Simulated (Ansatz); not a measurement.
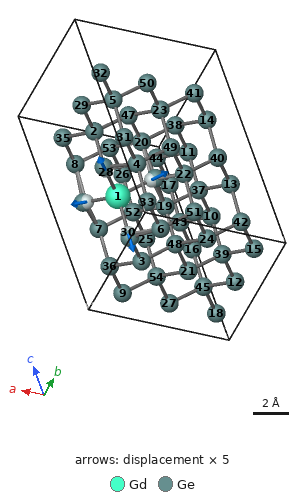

This is a relaxation of a defect cell of composition GdGe53 (cell charge −1). The starting structure is drawn faded, the final one solid; blue arrows show the displacements, 5 times their true length.

A ball-and-stick model of the cell of the calculation (origin shifted), seen from a free direction.

All numbers below come from DFT, PBE, plane-wave PAW, default files, scalar-relativistic (Ansatz). (plane-wave cutoff 420 eV; k-point mesh 2 × 2 × 2; occupations fermi dirac; smearing width 0.01 eV; collinear spin; atoms relaxed in a fixed cell; force threshold 0.03 eV/Å; at most 40 steps)

**Which element moves most?**

Germanium: up to 0.24 Å, against 0.00 Å for gadolinium.

**What did the optimiser do to the structure, and how much energy did it gain?**

The largest moves, 0.24 Å, are those of Ge atoms. Gd stays in place. The lattice vectors keep their values. Among the contacts that change: Gd–Ge 2.450 → 2.693 Å, Ge–Ge 2.450 → 2.401 Å. Bond angles that change, for instance: Ge–Ge–Ge 109.5° → 104.4°, Gd–Ge–Ge 109.5° → 104.5°, Ge–Ge–Ge 109.5° → 113.9°. Over 3 accepted moves (4 points after the start) the energy falls by 1.441 eV per cell of the calculation. Largest force component: 1.9 eV/Å at the start, 0.02 eV/Å at the end. 1 step only repeated the SCF at the same geometry.

Limits of the set-up: the cell is charged, on a uniform background, and energies carry no finite-size correction.
